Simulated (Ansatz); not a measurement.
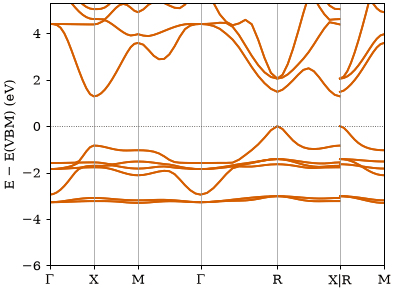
Band structure from the program Ansatz at the r²SCAN with spin–orbit coupling level (PAW)

Question: Read off the gap and where the band edges lie.

Answer: About 1.3 eV (1.28 eV by a search for the band edges); maximum at R, minimum at X.

The material is CsAu (CsCl type, Pm-3m).

The first step of the workflow began from a Materials Project structure, measured or hypothetical; the Crystallography Open Database files this formula in space group No. 221, but the cells were not matched. Its standing as an ambient phase is unchecked. The r²SCAN relaxation kept the symmetry of its start; whether a distortion lowers the energy is not shown.

Potentials: the later of the program's two PAW sets.
